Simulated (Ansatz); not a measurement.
System: FH$_{3}$Si···SiH$_{4}$.

Input file:

```
crystal:
  periodic: [false, false, false]
  atoms:
    - { symbol: Si, position_ang: [-0.357323, 0.191323, -0.451208] }
    - { symbol: Si, position_ang: [-0.247381, -0.204825, 2.961442] }
    - { symbol: H, position_ang: [-0.75615, -0.766916, 4.226382] }
    - { symbol: H, position_ang: [0.893835, -1.01648, 2.50109] }
    - { symbol: H, position_ang: [0.203601, 1.17944, 3.188437] }
    - { symbol: H, position_ang: [0.622351, 0.912468, 0.363696] }
    - { symbol: H, position_ang: [-0.232543, 0.597702, -1.85618] }
    - { symbol: H, position_ang: [-0.179887, -1.257242, -0.324565] }
    - { symbol: F, position_ang: [-1.819159, 0.576364, 0.031004] }
    - { symbol: H, position_ang: [-1.302943, -0.211835, 1.948301] }
basis:
  gaussian: { orbitals: def2-mTZVP }
hamiltonian:
  xc: hf
relax:
  f_tol: 0.03
  max_steps: 50
output:
  orbitals: {}
```

Launched as:

```sh
ansatz run input.yaml --threads 1 --pin off --max-ram 2048MiB --backend cpu --events-out ev --progress --plain --runs-dir out
```

The fields are those of the run's last geometry, not of the input's.

The calculation used RHF/def2-mTZVP in Ansatz 0.2.0.

What will maps of the electron density and electron localisation function show?

Si–F (1.59 Å): the density is about 1.2 e/Å³ at the midpoint; the ELF peaks at about 0.85 in the valence shell of F, 0.7 Å from its nucleus, and is about 0.55 at the midpoint.
Si–H (1.47 Å): ρ is about 0.84 e/Å³ halfway; the ELF climbs to about 1 towards the hydrogen, as it does in any bond to H.

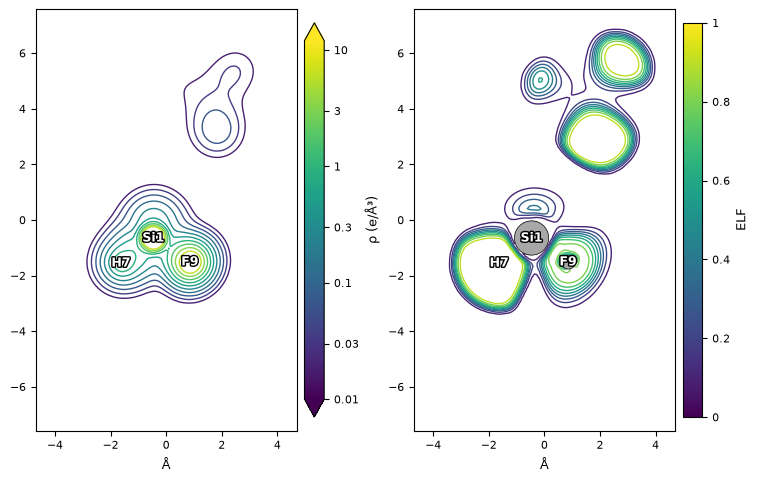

Computed electron density and electron localisation function on the plane of atoms H7, Si1 and F9, in this order. Grey discs cover the atomic cores in the ELF map. 
